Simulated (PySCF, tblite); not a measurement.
# C3H6NS radical: geometry, infrared bands and EPR parameters

Wanted: the infrared bands and EPR parameters of C3H6NS radical (`C[CH]C(N)=S`), by calculation.

The runs use tblite 0.8.0 and PySCF 2.14.0, with density-fitted response routines of our own; the level of theory stands in each step. All values are computed, except where a source is named. Atoms count from 0, in the outputs and in this text.

## (1) The molecule as given

11 atoms, charge 0, multiplicity 2; geometry from: force field or distance geometry start.

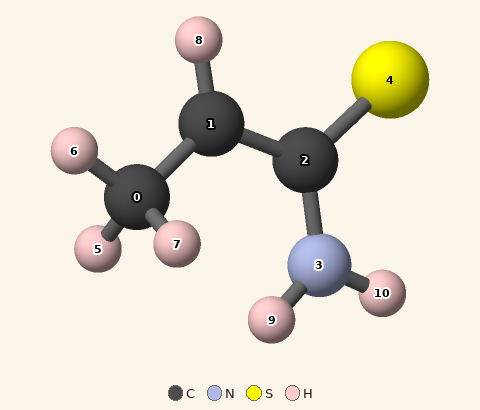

As it starts; carbon dark grey, nitrogen light blue, sulfur yellow, hydrogen pink, atoms numbered.

## (2) Relaxing the molecule with GFN2-xTB

Job settings and geometry (Å):

```
{"job": {"kind": "relax", "xc": "GFN2-xTB", "basis": "xTB"}, "charge": 0, "multiplicity": 2}
C     -1.354400    -0.533500    -0.323400
C     -0.588200     0.713600    -0.575600
C      0.891900     0.752800    -0.651400
N      1.526300    -0.422300    -0.507700
S      1.772400     2.136200    -0.919700
H     -1.200800    -1.261800    -1.122000
H     -2.432000    -0.296900    -0.304200
H     -1.091900    -0.972400     0.644600
H     -1.115100     1.641300    -0.685900
H      1.061100    -1.313600    -0.326700
H      2.536100    -0.440800    -0.555500
```

Command:

```
> OMP_NUM_THREADS=1 python probes_run.py task.json out
```

One launch serves the whole session: the jobs run in the order shown.

**Question.** This job is followed by: GFN2-xTB harmonic vibrations, gas phase; UKS B3LYP, pcH-1 on C H N S, non-relativistic, mean-field spin-orbit, GIAO. Predict these results of the whole session: strongest single infrared mode (GFN2-xTB); zero-point energy (GFN2-xTB); g(iso) (B3LYP); ⟨S²⟩; largest a(iso) (averaged by class); surface potential, least and greatest; property runs in this session.

**Answer**, as computed:

```
                                 quantity                                            value
strongest single infrared mode (GFN2-xTB)                            1520 cm⁻¹, 267 km/mol
             zero-point energy (GFN2-xTB)                                    52.9 kcal/mol
                           g(iso) (B3LYP)                                          2.02487
                                     ⟨S²⟩                               0.770 (exact 0.75)
       largest a(iso) (averaged by class)                              13C on C1, 49.9 MHz
    surface potential, least and greatest                               -1.26 V and 2.01 V
            property runs in this session  1, of which 0 failed and 1 gave unsound results
```

In words: Relaxing lowered the energy by 0.278 eV in 55 steps; the close pair that moved most is C1–C2, from 1.483 to 1.369 Å. No mode is imaginary among the 27: a minimum at this level. The strongest single mode, at 1520 cm⁻¹, moves mainly C2 and C1. Unscaled tight-binding wavenumbers are off by several per cent, some by more. Its intensities can rank the bands wrongly. The largest spin populations lie on C1 (0.61 e), S4 (0.54 e). The isotropic g lies 22.5 ppt above the free-electron value. These values are not to be trusted: the run shows a large g shift, which the driver flags as unsure.
